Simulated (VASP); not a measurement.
Band structure of Ho (hcp). Method: MS2 meta-GGA, VASP's PBE PAW potentials (set 64) (plane waves; VASP 6.6.1).

The 4f electrons are frozen in the core of the lanthanide potential, so 4f levels, which can set the real gap, and their magnetism are missing.

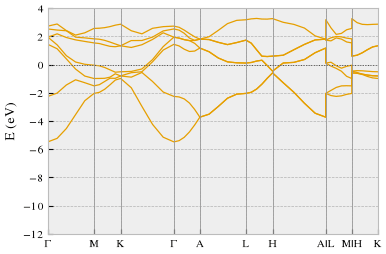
Bands along high-symmetry lines, zero at the valence-band maximum or, without a gap, the Fermi level

### Question
Read the plot: is there a gap, and where are the band edges?

### Answer
It has no gap at this level: it comes out as a metal or semimetal.

The compound is Ho in the hcp structure. It was relaxed first.
